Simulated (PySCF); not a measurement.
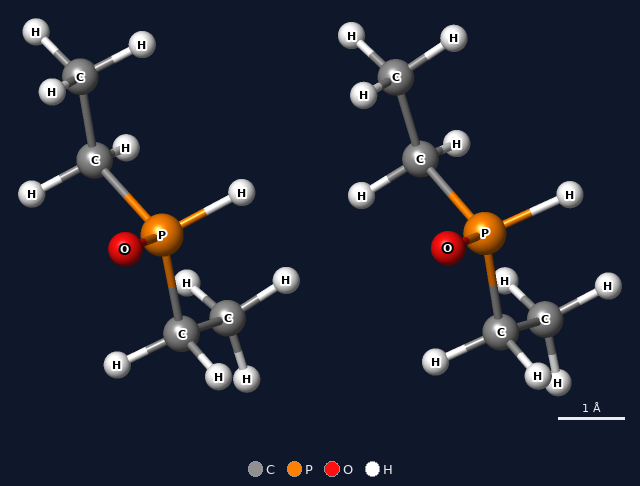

Two geometries of C₄H₁₁OP, drawn at one scale. One is the start of a relaxation, the other its converged end. The picture is a ball-and-stick view, seen from a free direction.

All numbers below come from PBE0-D3(BJ)/def2-SVP geometry optimisation, gas phase in PySCF. 

### Which of the two is the end point?

The right one is the relaxed one. The start comes from GFN2-xTB. Its atoms were then displaced at random by about 0.01 Å. Over 8 geometry steps the energy falls by 10.8 kJ/mol. The largest move after the best rigid fit is that of an H atom, 0.19 Å. By element the largest moves are H 0.19 Å, C 0.09 Å, O 0.06 Å, P 0.06 Å. Some distances before and after: H–P 1.385 → 1.435 Å, C–C 1.487 → 1.521 Å, C–H 1.084 → 1.101 Å, C–P 1.838 → 1.824 Å. Among the angles between lasting bonds that change: C–P–H 104.7° → 102.0°, O–P–H 113.1° → 115.5°, C–P–C 108.8° → 106.7°. The run took 75 s on 1 thread of Arm Neoverse V1, on a shared host.
